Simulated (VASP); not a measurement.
Band structure of NbTi$_{3}$C$_{4}$ (ordered alloy cell). These are PBEsol GGA, VASP's PBE PAW potentials (set 64) (plane waves; VASP) values and carry that method's errors.

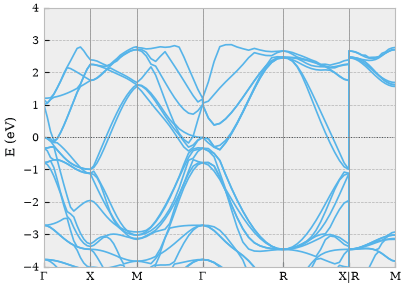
Figure: Bands along high-symmetry lines, zero at the valence-band maximum or, without a gap, the Fermi level

Question: Read the plot: is there a gap, and where are the band edges?

Answer: It has no gap at this level: it comes out as a metal or semimetal. (Edges off the drawn lines would not show.)

The structure was generated: NbTi3C4 was put into an ordered model structure (Pm-3m), which need not be its known phase. It was relaxed first. The electron count is odd and the run is not spin-polarised, which forces a metal.
